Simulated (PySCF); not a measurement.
# C7H10N2Si (SMILES [H]/N=C\c1cccc(N[SiH3])c1): what the fields show

Input

```
{"job": {"kind": "nmr", "xc": "PBE0", "basis": "pcSseg-1"}, "charge": 0, "multiplicity": 1}
N     -2.100588    -2.666581    -0.720356
C     -2.402881    -1.474216    -0.450024
C     -1.532879    -0.308454    -0.258710
C     -2.109212     0.923170     0.055787
C     -1.304457     2.029945     0.248101
C      0.068607     1.926965     0.134028
C      0.667743     0.704038    -0.181582
N      2.036226     0.609571    -0.289016
Si     3.002683    -0.777253    -0.668691
C     -0.150285    -0.404310    -0.378650
H     -1.101711    -2.845479    -0.822510
H     -3.466871    -1.274843    -0.337509
H     -3.182029     1.005897     0.148347
H     -1.747039     2.984657     0.491405
H      0.691820     2.797455     0.288637
H      2.500479     1.487615    -0.112905
H      2.674932    -1.264891    -2.011434
H      2.775323    -1.835325     0.319272
H      4.364427    -0.257961    -0.597775
H      0.310564    -1.349319    -0.627496
```

Command:

```sh
OMP_NUM_THREADS=1 python probes_run.py task.json out
```

Geometry: GFN2-xTB.

Level of theory: PBE0/pcSseg-1, SCF density, gas phase, non-relativistic (PySCF 2.14.0).

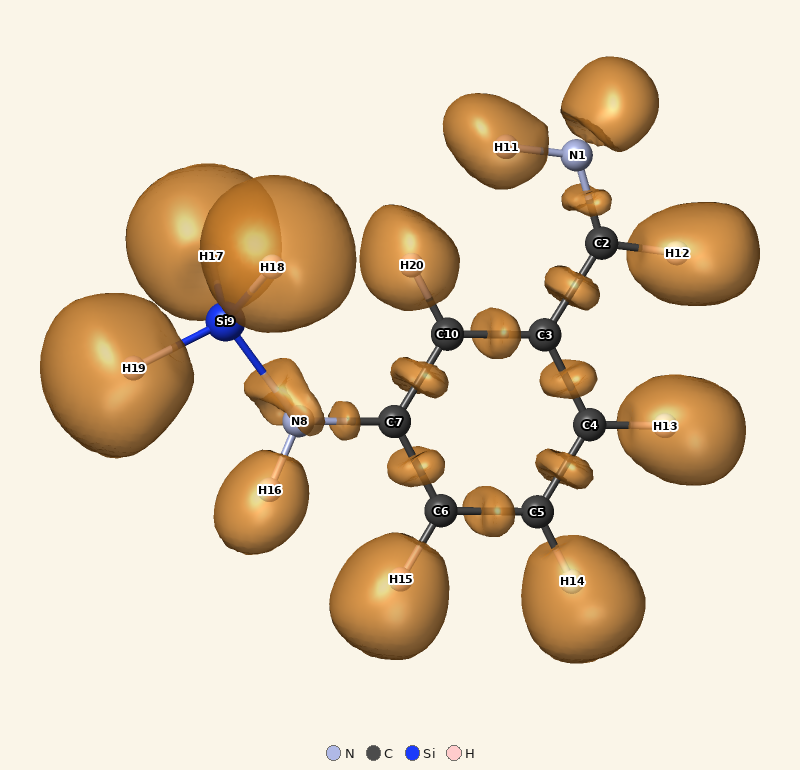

Figure 1. Isosurface of the ELF at 0.85 (orange), seen at a tilt. Core shells and regions of very low density are left out.

What do the ELF domains correspond to?

Answer. The ELF exceeds this value in seven regions between bonded C–C atoms (shared pairs), two regions between bonded C–N atoms (shared pairs), one region between bonded N–Si atoms (shared pairs), ten regions around hydrogen nuclei and one lobe on N, pointing away from the bonds (lone pairs). Along the contacts the grid gives the following. C–N (1.26 Å): the ELF peaks at about 0.90 between the atoms (a multiple bond). C–C (1.38 Å): the ELF peaks at about 0.95 between the atoms: localised, covalent bonding.

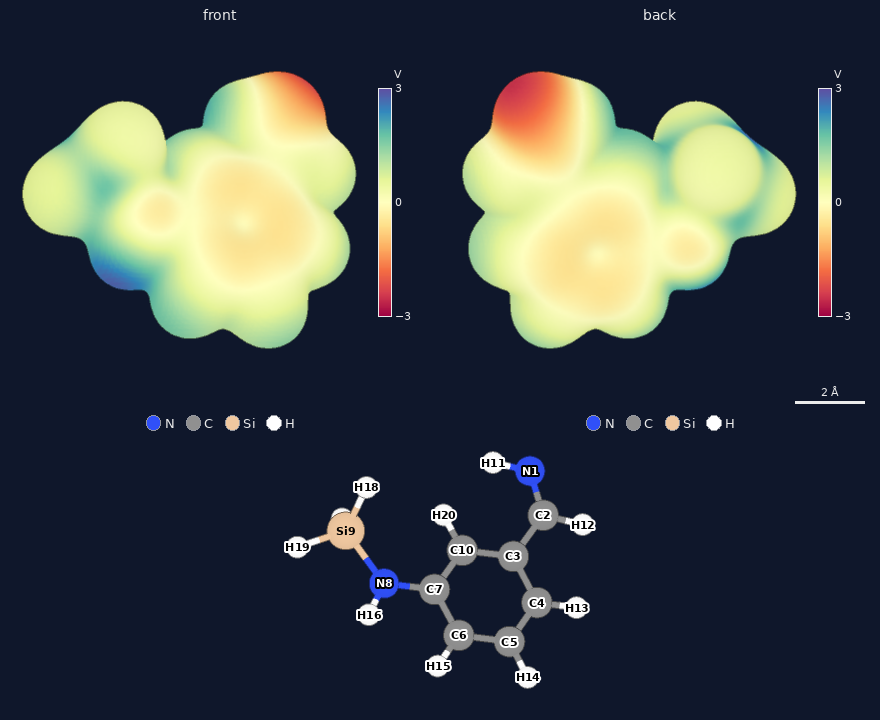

Figure 2. The electrostatic potential painted on the density surface at 0.004 e/bohr³, seen from the front and from behind; red is negative and blue positive. The bare structure is drawn below in the same view.

Which sites attract a positive test charge, and which a negative one?

Answer. A positive charge is drawn to the negative regions and a negative charge to the positive ones. The most negative region (about −2.4 V) lies over N1, the most positive (about +2.7 V) over Si9 and H16. N1 is the likeliest acceptor of a hydrogen bond.

How polar is the molecule by this calculation?

Answer. Its dipole moment is 4.04 D.
